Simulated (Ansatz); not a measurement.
## Electronic structure of C$_{4}$H$_{8}$AlN (SMILES C[CH2][Al]([CH3])[C]#N) in real space

The calculation's input:

```
crystal:
  periodic: [false, false, false]
  atoms:
    - {symbol: C, position_ang: [-0.281638, -0.903147, 2.346066]}
    - {symbol: C, position_ang: [-0.254559, 0.384527, 1.522415]}
    - {symbol: C, position_ang: [1.645951, 2.163909, -0.814079]}
    - {symbol: C, position_ang: [2.605596, -0.795601, 0.316831]}
    - {symbol: Al, position_ang: [1.279001, 0.645415, 0.342016]}
    - {symbol: "N", position_ang: [3.383250, -1.659636, 0.313157]}
    - {symbol: H, position_ang: [-1.180392, -0.970795, 2.980305]}
    - {symbol: H, position_ang: [-0.266931, -1.799226, 1.705948]}
    - {symbol: H, position_ang: [0.592436, -0.982394, 3.011412]}
    - {symbol: H, position_ang: [-1.163469, 0.464958, 0.894858]}
    - {symbol: H, position_ang: [-0.312200, 1.271813, 2.182262]}
    - {symbol: H, position_ang: [2.609230, 2.631529, -0.547875]}
    - {symbol: H, position_ang: [1.743276, 1.840145, -1.864348]}
    - {symbol: H, position_ang: [0.868543, 2.941940, -0.769726]}
basis:
  gaussian:
    orbitals: def2-SVPD
total_charge: 0
hamiltonian:
  xc: pbe0
output:
  forces: true
  orbitals: {seedname: orbitals}
```

Run with:

```sh
ansatz run input.yaml --threads 2 --pin off --max-ram 5220MiB --events-out events.jsonl --progress --plain --runs-dir runs
```

Geometry: PBE0-D3(BJ)/def2-SVP.

Method: isolated molecule in a Gaussian basis; Kohn-Sham density functional theory, functional PBE0 in Ansatz 0.2.0.

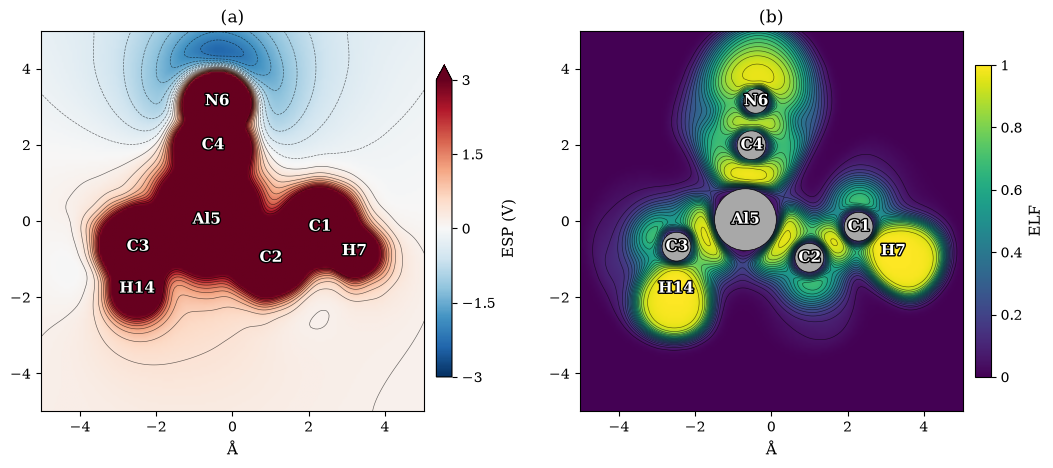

Figure 1. (a) molecular electrostatic potential; (b) electron localisation function on the plane of atoms C2, Al5 and C4. Grey discs cover the atomic cores in the ELF map.

Read the bonding off the picture.

Atoms in the plane: C, Al, N and H. C–N (1.16 Å): the ELF peaks at about 0.90 between the atoms (a short, multiple covalent bond). C–C (1.53 Å): the ELF peaks at about 0.95 between the atoms: a shared electron pair. C–Al (1.94 Å): the ELF peaks at about 0.95 between the atoms (a shared but strongly polarised pair). C–H (1.10 Å): the ELF climbs to about 1 towards the hydrogen, as it does in any bond to H; a covalent bond by its length. The ELF also peaks beside N6, away from the bonds: lone-pair regions. Outside the dense part of the molecule the potential is most negative (−2.4 V) near N6.

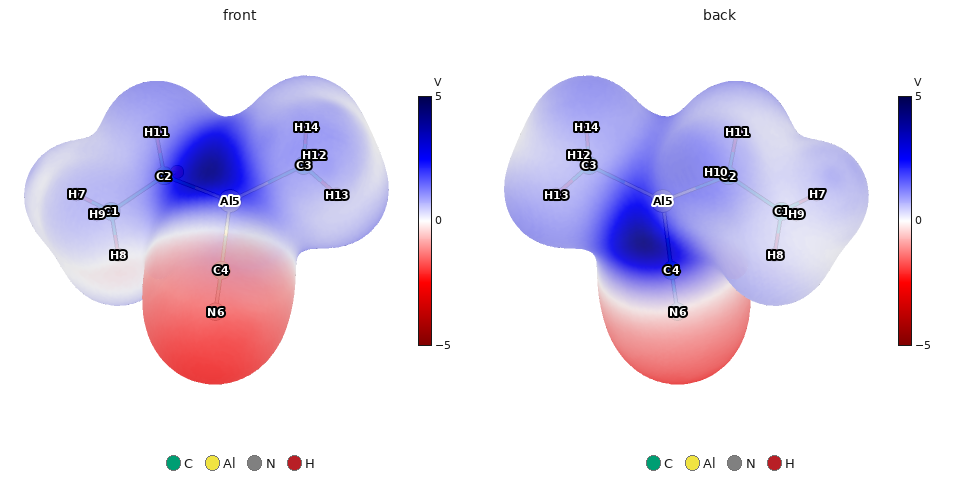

Figure 2. The electrostatic potential painted on the density surface at 0.002 e/bohr³, seen from the front and from behind; red is negative and blue positive.

Where is the surface potential most negative and most positive?

The most negative region (about −1.9 V) lies over N6, the most positive (about +4.0 V) over Al5. N6 is the likeliest acceptor of a hydrogen bond.

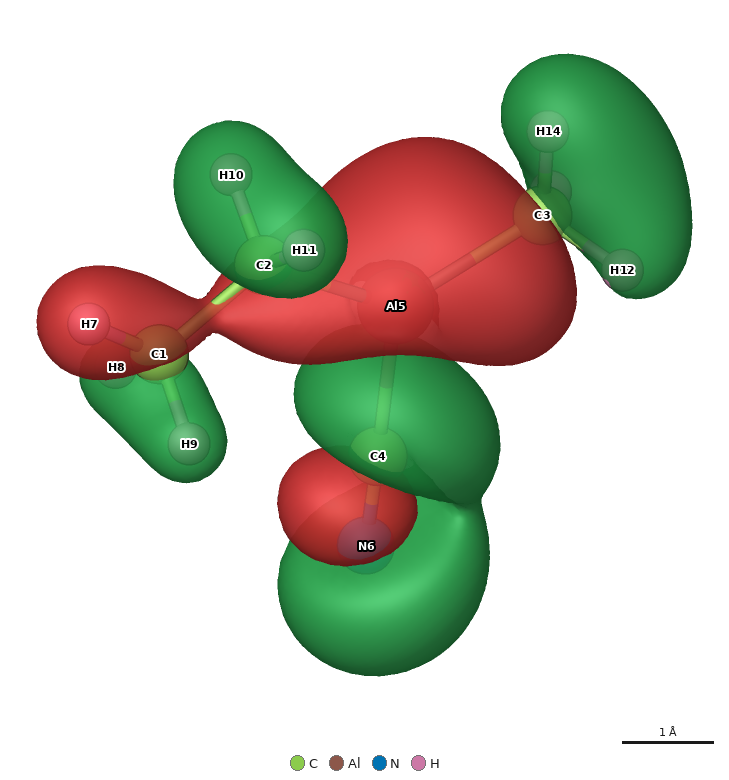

Figure 3. The HOMO−1 at ±0.06 Å⁻³ᐟ² (green and red are the two phases), seen at a tilt.

Where does this orbital lie, and at what energy?

By Hirshfeld shares it lies mainly on C3 (about 25 %), N6 (about 20 %), Al5 (about 15 %) and C4 (about 15 %). Its energy is −9.17 eV.
